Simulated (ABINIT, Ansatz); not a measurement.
## How the form of the self-energy moves the gap of AlN (P6_3mc)

Aim: compare treatments of exchange, screening and correlation for the gap of AlN (P6_3mc).

Program: ABINIT 10.8.3. Level of theory: PBE and many-body steps on it, plane waves. Results are calculated unless marked as measured.

The database entry behind the starting cell differs from later determinations by our own check (inner coordinate u about 0.002 short), so it need not match the best structure at ambient conditions.

## (1) The starting structure

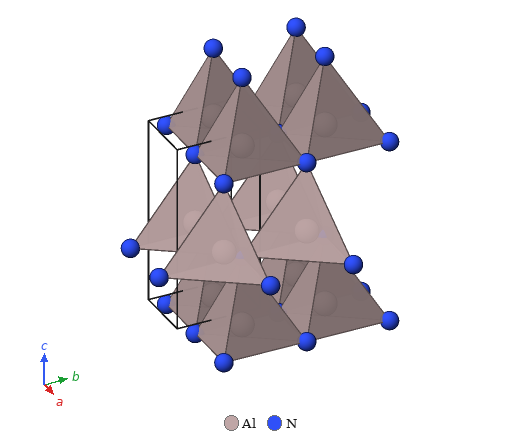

Start, viewed slightly off an axis; aluminium light grey, nitrogen blue. 2×2×1 cells are drawn. Some periodic images of atoms are drawn too.

The cell and positions come from the Crystallography Open Database and are kept as given unless a step says otherwise.

## (2) Empty states on the mesh, 6×6×4 mesh, 559 bands

This step: ABINIT 10.8.3; DFT, PBE, plane waves, norm-conserving pseudopotentials.

The sums over transitions need many empty states on a uniform mesh; this step solves for them.

The input, run.abi:

```
acell 3*1.0 Angstrom
rprim 
  3.113000000011 -0.000000000003 0.000000000000
  -1.556500000003 2.695937081992 0.000000000000
  0.000000000000 0.000000000000 4.981000000000
ntypat 2
znucl 13 7
natom 4
typat 1 1 2 2
xred 
  0.333333333333 0.666666666667 0.000000000000
  0.666666666667 0.333333333333 0.500000000000
  0.333333333333 0.666666666667 0.380000000000
  0.666666666667 0.333333333333 0.880000000000
pp_dirpath "pseudos"
pseudos "Al.upf, N.upf"
ecut 36
ngkpt 6 6 4
nshiftk 1
shiftk 0 0 0
kptopt 1
chksymbreak 0
irdden 1
istwfk *1
nband 559
prtvol 0
optdriver 6
gwr_task "HDIAGO"
paral_kgb 0
occopt 1
indata_prefix "in"
outdata_prefix "out"
tmpdata_prefix "tmp"
```

Launch:

```console
OMP_NUM_THREADS=1 mpirun -n 4 abinit run.abi > log
```

What it wrote:

```text
.Version 10.8.3 of ABINIT. v10.8.2 released Aug 2026.

 Symmetries : space group P6_3 m c (#186); Bravais hP (primitive hexag.)
[... echo of the input left out ...]
== DATASET  1 ==================================================================
-   mpi_nproc: 4, omp_nthreads: 1 (-1 if OMP is not activated)

--- !DatasetInfo
iteration_state: {dtset: 1, }
dimensions: {natom: 4, nkpt: 21, mband: 559, nsppol: 1, nspinor: 1, nspden: 1, mpw: 2934, }
cutoff_energies: {ecut:  36.0, pawecutdg:  -1.0, }
[...]
Direct band gap semiconductor
 Fundamental gap:     4.220 (eV)
   VBM:     5.314 (eV) at k: [ 0.0000E+00,  0.0000E+00,  0.0000E+00]
   CBM:     9.535 (eV) at k: [ 0.0000E+00,  0.0000E+00,  0.0000E+00]
 Direct gap:         4.220 (eV) at k: [ 0.0000E+00,  0.0000E+00,  0.0000E+00]

== END DATASET(S) ==============================================================
================================================================================

 -outvars: echo values of variables after computation  --------
           etotal      0.0000000000E+00
            nband         559
             nkpt          21
          spgroup         186
 [... the other variables as echoed above ...]

 Calculation completed.
```

Run time: 1.9 min. Hardware: 4 MPI ranks of Arm Neoverse V1, shared host; peak memory 2.2 GiB; 7.6 min of CPU time.

Numbers from this step:

| Item | Value |
| --- | --- |
| gap | 4.220 eV |
| k of the valence top | 0, 0, 0 |
| k of the conduction bottom | 0, 0, 0 |
| least direct gap | 4.220 eV |
| k points computed | 21 |
| lowest point of the top converged band, above the valence top | 301.7899 eV |

On this mesh the gap is 4.220 eV.

The density comes from a self-consistent run that is not shown.

## (3) Screening, 6×6×4 mesh, 229 bands, screening to 247.6 eV

The RPA dielectric matrix is built and inverted for each q.

This step: RPA screening on PBE, plane waves, norm-conserving pseudopotentials.

run.abi, as its differences from that of step 2:

```diff
@@ -22,10 +22,11 @@
 chksymbreak 0
-irdden 1
 istwfk *1
-nband 559
-prtvol 0
-optdriver 6
-gwr_task "HDIAGO"
-paral_kgb 0
 occopt 1
+irdwfk 1
+optdriver 3
+nband 229
+ecuteps 9.1
+inclvkb 2
+awtr 1
+symchi 1
 indata_prefix "in"
```

What it wrote:

```text
.Version 10.8.3 of ABINIT. v10.8.2 released Aug 2026.

 Symmetries : space group P6_3 m c (#186); Bravais hP (primitive hexag.)
[... echo of the input left out ...]
== DATASET  1 ==================================================================
-   mpi_nproc: 4, omp_nthreads: 1 (-1 if OMP is not activated)

--- !DatasetInfo
iteration_state: {dtset: 1, }
dimensions: {natom: 4, nkpt: 21, mband: 229, nsppol: 1, nspinor: 1, nspden: 1, mpw: 2934, }
cutoff_energies: {ecut:  36.0, pawecutdg:  -1.0, }
electrons: {nelect:   1.60000000E+01, charge:   0.00000000E+00, occopt:   1.00000000E+00, tsmear:   1.00000000E-02, }

 SCREENING: Calculation of the susceptibility and dielectric matrices

 Based on a program developped by R.W. Godby, V. Olevano, G. Onida, and L. Reining.
 Incorporated in ABINIT by V. Olevano, G.-M. Rignanese, and M. Torrent.
.Using double precision arithmetic ; gwpc =  8

[... cell and pseudopotentials left out ...]
--------------------------------------------------------------------------------

 ==== K-mesh for the wavefunctions ====
 Number of points in the irreducible wedge :    21
[... list of points left out ...]
 Together with 12 symmetry operations and time-reversal symmetry
 yields   144 points in the full Brillouin Zone.

 ==== Q-mesh for the screening function ====
 Number of points in the irreducible wedge :    21
[... list of points left out ...]
 Together with 12 symmetry operations and time-reversal symmetry
 yields   144 points in the full Brillouin Zone.

 setmesh: FFT mesh size selected  =    24x   24x   40
          total number of points  =        23040

 vcoul_init : cutoff-mode = AUXILIARY_FUNCTION
 q-points for optical limit:   1
     1)      0.000010    0.000020    0.000030

- screening: taking advantage of time-reversal symmetry
- Maximum band index for partially occupied states nbvw = 8
- Remaining bands to be divided among processors   nbcw = 221
- Number of bands treated by each node ~55

 Number of electrons calculated from density =   16.0000; Expected =   16.0000
 average of density, n =  0.056718
 r_s =    1.6146
 omega_plasma =   22.9728 [eV]

 calculating chi0 at frequencies [eV] :
  1    0.000000E+00    0.000000E+00
  2    0.000000E+00    2.297283E+01

--------------------------------------------------------------------------------
  q-point number  1        q = ( 0.000000, 0.000000, 0.000000) [r.l.u.]
--------------------------------------------------------------------------------
[... chi0 elements left out ...]
 For q-point:  0.000010 0.000020 0.000030
  dielectric constant =   4.2131
  dielectric constant without local fields =   4.6428

  Average fulfillment of the sum rule on Im[epsilon] for q-point    1 :     92.50  [%]
[... wings left out ...]
  q-point number  2        q = ( 0.166667, 0.000000, 0.000000) [r.l.u.]
--------------------------------------------------------------------------------
[... chi0 elements left out ...]
  Average fulfillment of the sum rule on Im[epsilon] for q-point    2 :     96.06  [%]

 [... 19 further q-points ...]
```

The job ended after 7.4 min (4 MPI ranks; peak memory 2.5 GiB).

This step gave:

| Property | Result |
| --- | --- |
| ε∞ with local fields, on this mesh, along the program's q direction | 4.213 |
| the same without local fields | 4.643 |
| plasma frequency | 22.97 eV |
| plane waves in the screening matrix | 373 |

Local fields lower ε∞ by 9 %.

## (4) G0W0, Godby-Needs plasmon pole

The self-energy is evaluated for the states that the input lists, and the levels follow from it, in one-shot runs by the linearised quasiparticle equation.

This step: G0W0 on PBE, plane waves, norm-conserving pseudopotentials.

run.abi, as its differences from that of step 3:

```diff
@@ -25,8 +25,15 @@
 irdwfk 1
-optdriver 3
+optdriver 4
 nband 229
+gwcalctyp 0
+ecutsigx 36
+symsigma 1
+nkptgw 1
+kptgw 
+  0.0000000000 0.0000000000 0.0000000000
+bdgw 
+  6 10
 ecuteps 9.1
-inclvkb 2
-awtr 1
-symchi 1
+irdscr 1
+ppmodel 1
 indata_prefix "in"
```

What it wrote:

```text
.Version 10.8.3 of ABINIT. v10.8.2 released Aug 2026.

 Symmetries : space group P6_3 m c (#186); Bravais hP (primitive hexag.)
[... echo of the input left out ...]
== DATASET  1 ==================================================================
-   mpi_nproc: 4, omp_nthreads: 1 (-1 if OMP is not activated)

--- !DatasetInfo
iteration_state: {dtset: 1, }
dimensions: {natom: 4, nkpt: 21, mband: 229, nsppol: 1, nspinor: 1, nspden: 1, mpw: 2934, }
cutoff_energies: {ecut:  36.0, pawecutdg:  -1.0, }
electrons: {nelect:   1.60000000E+01, charge:   0.00000000E+00, occopt:   1.00000000E+00, tsmear:   1.00000000E-02, }

 SIGMA: Calculation of the GW corrections

 Based on a program developped by R.W. Godby, V. Olevano, G. Onida, and L. Reining.
 Incorporated in ABINIT by V. Olevano, G.-M. Rignanese, and M. Torrent.
.Using double precision arithmetic ; gwpc =  8

[... cell and pseudopotentials left out ...]
--------------------------------------------------------------------------------

 ==== K-mesh for the wavefunctions ====
 Number of points in the irreducible wedge :    21
[... list of points left out ...]
 Together with 12 symmetry operations and time-reversal symmetry
 yields   144 points in the full Brillouin Zone.

 ==== Q-mesh for screening function ====
 Number of points in the irreducible wedge :    21
[... list of points left out ...]
 Together with 12 symmetry operations and time-reversal symmetry
 yields   144 points in the full Brillouin Zone.

 vcoul_init : cutoff-mode = AUXILIARY_FUNCTION
 q-points for optical limit:   1
     1)      0.000010    0.000020    0.000030
 setmesh: FFT mesh size selected  =    27x   27x   54
          total number of points  =        39366

 Number of electrons calculated from density =   16.0000; Expected =   16.0000
 average of density, n =  0.056718
 r_s =    1.6146
 omega_plasma =   22.9728 [eV]

 === KS Band Gaps ===
  >>>> For spin  1
   Minimum direct gap =   4.2205 [eV], located at k-point      :   0.0000  0.0000  0.0000
   Fundamental gap    =   4.2205 [eV], Top of valence bands at :   0.0000  0.0000  0.0000
                                       Bottom of conduction at :   0.0000  0.0000  0.0000
 SIGMA fundamental parameters:
 PLASMON POLE MODEL  1
 number of plane-waves for SigmaX                 2863
 number of plane-waves for SigmaC and W            373
 number of plane-waves for wavefunctions          2863
 number of bands                                   229
 number of independent spin polarizations            1
 number of spinorial components                      1
 number of k-points in IBZ                          21
 number of q-points in IBZ                          21
 number of symmetry operations                      12
 number of k-points in BZ                          144
 number of q-points in BZ                          144
 number of frequencies for dSigma/dE                 9
 frequency step for dSigma/dE [eV]                0.25
 number of omega for Sigma on real axis              0
 max omega for Sigma on real axis  [eV]           0.00
 zcut for avoiding poles [eV]                     0.10

 EPSILON^-1 parameters (SCR file):
 dimension of the eps^-1 matrix on file            373
 dimension of the eps^-1 matrix used               373
 number of plane-waves for wavefunctions          2863
 number of bands                                   229
 number of q-points in IBZ                          21
 number of frequencies                               2
 number of real frequencies                          1
 number of imag frequencies                          1

 matrix elements of self-energy operator (all in [eV])

 Perturbative Calculation

--- !SelfEnergy_ee
iteration_state: {dtset: 1, }
kpoint     : [   0.000,    0.000,    0.000, ]
spin       : 1
KS_gap     :    4.220
QP_gap     :    5.629
Delta_QP_KS:    1.408
data: !SigmaeeData |
     Band     E0 <VxcDFT>   SigX SigC(E0)      Z dSigC/dE  Sig(E)    E-E0       E
        6   5.135 -16.968 -20.992   2.883   0.786  -0.272 -17.865  -0.897   4.237
        7   5.135 -16.968 -20.992   2.883   0.786  -0.272 -17.865  -0.897   4.237
        8   5.314 -17.078 -21.024   2.845   0.786  -0.272 -17.944  -0.866   4.448
        9   9.535 -12.527  -8.048  -3.815   0.817  -0.224 -11.985   0.542  10.077
       10  11.990 -10.836  -5.799  -4.320   0.826  -0.210 -10.244   0.592  12.582

== END DATASET(S) ==============================================================
================================================================================

 -outvars: echo values of variables after computation  --------
           etotal      0.0000000000E+00
            nband         229
             nkpt          21
          spgroup         186
 [... the other variables as echoed above ...]

 Calculation completed.
```

The job ended after 43 s (4 MPI ranks; peak memory 2.9 GiB).

Numbers from this step:

```yaml
g0w0_gap_on_the_points_computed: 5.629 eV
starting_gap_on_the_mesh: 4.220 eV
k_of_the_valence_top: 0, 0, 0
k_of_the_conduction_bottom: 0, 0, 0
z_at_the_valence_top: 0.786
z_at_the_conduction_bottom: 0.817
least_direct_g0w0_gap_on_the_computed_points: 5.629 eV
```

The gap on the mesh goes from 4.22 eV to 5.63 eV, a correction of +1.41 eV.

## (5) G0W0, Hybertsen-Louie plasmon pole

run.abi, as its differences from that of step 4:

```diff
@@ -37,3 +37,3 @@
 irdscr 1
-ppmodel 1
+ppmodel 2
 indata_prefix "in"
```

What it wrote:

```text
.Version 10.8.3 of ABINIT. v10.8.2 released Aug 2026.

 Symmetries : space group P6_3 m c (#186); Bravais hP (primitive hexag.)
[... echo of the input left out ...]
== DATASET  1 ==================================================================
-   mpi_nproc: 4, omp_nthreads: 1 (-1 if OMP is not activated)

--- !DatasetInfo
iteration_state: {dtset: 1, }
dimensions: {natom: 4, nkpt: 21, mband: 229, nsppol: 1, nspinor: 1, nspden: 1, mpw: 2934, }
cutoff_energies: {ecut:  36.0, pawecutdg:  -1.0, }
electrons: {nelect:   1.60000000E+01, charge:   0.00000000E+00, occopt:   1.00000000E+00, tsmear:   1.00000000E-02, }

 SIGMA: Calculation of the GW corrections

 Based on a program developped by R.W. Godby, V. Olevano, G. Onida, and L. Reining.
 Incorporated in ABINIT by V. Olevano, G.-M. Rignanese, and M. Torrent.
.Using double precision arithmetic ; gwpc =  8

[... cell and pseudopotentials left out ...]
--------------------------------------------------------------------------------

 ==== K-mesh for the wavefunctions ====
 Number of points in the irreducible wedge :    21
[... list of points left out ...]
 Together with 12 symmetry operations and time-reversal symmetry
 yields   144 points in the full Brillouin Zone.

 ==== Q-mesh for screening function ====
 Number of points in the irreducible wedge :    21
[... list of points left out ...]
 Together with 12 symmetry operations and time-reversal symmetry
 yields   144 points in the full Brillouin Zone.

 vcoul_init : cutoff-mode = AUXILIARY_FUNCTION
 q-points for optical limit:   1
     1)      0.000010    0.000020    0.000030
 setmesh: FFT mesh size selected  =    27x   27x   54
          total number of points  =        39366

 Number of electrons calculated from density =   16.0000; Expected =   16.0000
[...]
number of q-points in IBZ                          21
 number of symmetry operations                      12
 number of k-points in BZ                          144
 number of q-points in BZ                          144
 number of frequencies for dSigma/dE                 9
 frequency step for dSigma/dE [eV]                0.25
 number of omega for Sigma on real axis              0
 max omega for Sigma on real axis  [eV]           0.00
 zcut for avoiding poles [eV]                     0.10

 EPSILON^-1 parameters (SCR file):
 dimension of the eps^-1 matrix on file            373
 dimension of the eps^-1 matrix used               373
 number of plane-waves for wavefunctions          2863
 number of bands                                   229
 number of q-points in IBZ                          21
 number of frequencies                               2
 number of real frequencies                          1
 number of imag frequencies                          1

 matrix elements of self-energy operator (all in [eV])

 Perturbative Calculation

--- !SelfEnergy_ee
iteration_state: {dtset: 1, }
kpoint     : [   0.000,    0.000,    0.000, ]
spin       : 1
KS_gap     :    4.220
QP_gap     :    5.746
Delta_QP_KS:    1.526
data: !SigmaeeData |
     Band     E0 <VxcDFT>   SigX SigC(E0)      Z dSigC/dE  Sig(E)    E-E0       E
        6   5.135 -16.968 -20.992   2.324   0.825  -0.213 -18.370  -1.402   3.732
        7   5.135 -16.968 -20.992   2.324   0.825  -0.213 -18.370  -1.402   3.732
        8   5.314 -17.078 -21.024   2.298   0.825  -0.213 -18.437  -1.359   3.955
        9   9.535 -12.527  -8.048  -4.282   0.846  -0.182 -12.361   0.166   9.701
       10  11.990 -10.836  -5.799  -4.634   0.852  -0.174 -10.493   0.343  12.333

== END DATASET(S) ==============================================================
================================================================================

 -outvars: echo values of variables after computation  --------
           etotal      0.0000000000E+00
            nband         229
             nkpt          21
          spgroup         186
 [... the other variables as echoed above ...]

 Calculation completed.
```

It took 41 s on 4 MPI ranks; peak memory 2.7 GiB; 2.8 min of CPU time.

Numbers from this step:

* G0W0 gap on the points computed: 5.746 eV
* starting gap on the mesh: 4.220 eV
* k of the valence top: 0, 0, 0
* k of the conduction bottom: 0, 0, 0
* Z at the valence top: 0.825
* Z at the conduction bottom: 0.846
* least direct G0W0 gap on the computed points: 5.746 eV

Against G0W0 in ABINIT (6×6×4 mesh, 229 bands, screening to 247.6 eV, Godby-Needs plasmon pole), the gap moves by +0.117 eV.

## (6) G0W0, Engel-Farid plasmon pole

run.abi, as its differences from that of step 5:

```diff
@@ -37,3 +37,3 @@
 irdscr 1
-ppmodel 2
+ppmodel 4
 indata_prefix "in"
```

What it wrote:

```text
.Version 10.8.3 of ABINIT. v10.8.2 released Aug 2026.

 Symmetries : space group P6_3 m c (#186); Bravais hP (primitive hexag.)
[... echo of the input left out ...]
== DATASET  1 ==================================================================
-   mpi_nproc: 4, omp_nthreads: 1 (-1 if OMP is not activated)

--- !DatasetInfo
iteration_state: {dtset: 1, }
dimensions: {natom: 4, nkpt: 21, mband: 229, nsppol: 1, nspinor: 1, nspden: 1, mpw: 2934, }
cutoff_energies: {ecut:  36.0, pawecutdg:  -1.0, }
[...]
8   5.314 -17.078 -21.024   2.425   0.801  -0.249 -18.296  -1.218   4.097
        9   9.535 -12.527  -8.048  -4.101   0.831  -0.203 -12.213   0.314   9.849
       10  11.990 -10.836  -5.799  -4.544   0.838  -0.193 -10.423   0.413  12.403

== END DATASET(S) ==============================================================
================================================================================

 -outvars: echo values of variables after computation  --------
           etotal      0.0000000000E+00
            nband         229
             nkpt          21
          spgroup         186
 [... the other variables as echoed above ...]

 Calculation completed.
```

Run time: 20 s. Hardware: 4 MPI ranks; peak memory 2.3 GiB; 80 s of CPU time.

Numbers from this step:

| Quantity | Value |
| --- | --- |
| G0W0 gap on the points computed | 5.752 eV |
| starting gap on the mesh | 4.220 eV |
| k of the valence top | 0, 0, 0 |
| k of the conduction bottom | 0, 0, 0 |
| least direct G0W0 gap on the computed points | 5.752 eV |

Against G0W0 in ABINIT (6×6×4 mesh, 229 bands, screening to 247.6 eV, Godby-Needs plasmon pole), the gap moves by +0.123 eV.

## (7) One-shot Hartree-Fock

This step: one-shot Hartree-Fock on PBE, plane waves, norm-conserving pseudopotentials.

run.abi, as its differences from that of step 6:

```diff
@@ -26,4 +26,4 @@
 optdriver 4
-nband 229
-gwcalctyp 0
+nband 12
+gwcalctyp 5
 ecutsigx 36
@@ -35,5 +35,4 @@
   6 10
-ecuteps 9.1
-irdscr 1
-ppmodel 4
+ixc_sigma 40
+fftgw 31
 indata_prefix "in"
```

What it wrote:

```text
.Version 10.8.3 of ABINIT. v10.8.2 released Aug 2026.

 Symmetries : space group P6_3 m c (#186); Bravais hP (primitive hexag.)
[... echo of the input left out ...]
== DATASET  1 ==================================================================
-   mpi_nproc: 4, omp_nthreads: 1 (-1 if OMP is not activated)

--- !DatasetInfo
iteration_state: {dtset: 1, }
dimensions: {natom: 4, nkpt: 21, mband: 12, nsppol: 1, nspinor: 1, nspden: 1, mpw: 2934, }
cutoff_energies: {ecut:  36.0, pawecutdg:  -1.0, }
[...]
8   5.314 -17.078 -21.024   0.000   1.000   0.000 -21.024  -3.946   1.368
        9   9.535 -12.527  -8.048   0.000   1.000   0.000  -8.048   4.479  14.014
       10  11.990 -10.836  -5.799   0.000   1.000   0.000  -5.799   5.037  17.027

== END DATASET(S) ==============================================================
================================================================================

 -outvars: echo values of variables after computation  --------
           etotal      0.0000000000E+00
            nband          12
             nkpt          21
          spgroup         186
 [... the other variables as echoed above ...]

 Calculation completed.
```

Run time: 2.5 s. Hardware: 4 MPI ranks; peak memory 0.13 GiB; 9.7 s of CPU time.

This step gave:

| Item | Value |
| --- | --- |
| quasiparticle gap on the points computed | 12.65 eV |
| starting gap on the mesh | 4.220 eV |
| k of the valence top | 0, 0, 0 |
| k of the conduction bottom | 0, 0, 0 |
| least direct quasiparticle gap on the computed points | 12.65 eV |

Against G0W0 in ABINIT (6×6×4 mesh, 229 bands, screening to 247.6 eV, Godby-Needs plasmon pole), the gap moves by +7.017 eV.

(Continued in part 2 of 2.)

[Paths, hosts, dates, memory and timing lines, banners, echoed tables and standing remarks are left out of the program output.]

[Logs are printed without paths, hosts, clocks, repeated set-up lines and the standing remarks that a program may print on its own settings, such as how far it seeks lower states.]

[Runs of the session that timed out or met a known fault of the program may be left out.]

[Hosts, paths, dates, database ids (printed as entryN), source tags and the programs' standing remarks are cut or masked in the printed files.]

[G0W0 gaps are taken among the corrected bands and points alone; a level outside them can change the order at an edge.]

[Where Ansatz stands beside ABINIT at settings called matched, ABINIT's density can come from a denser mesh and the files from another edition; pairs whose starting gaps differed by over 0.03 eV were left out, so agreement reads better than it is.]
